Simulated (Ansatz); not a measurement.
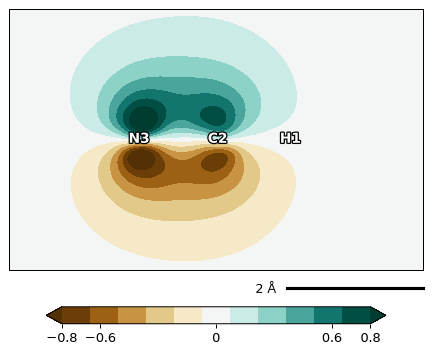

HCN. The HOMO on a plane that holds the molecular axis (values in Å⁻³ᐟ²; the overall sign is arbitrary).

The reactant side of a reaction path; geometry: PBE0-D4/def2-TZVP.

Computed with RKS PBE0-D4/def2-TZVPP in Ansatz.

What is the character of this orbital?

Its weight (Hirshfeld) is mainly on N3 (about 55 %) and C2 (about 45 %); it vanishes on the molecular axis (π type); π-bonding across N3–C2. It is one of a degenerate set, so its orientation is arbitrary. Its energy is −10.43 eV.
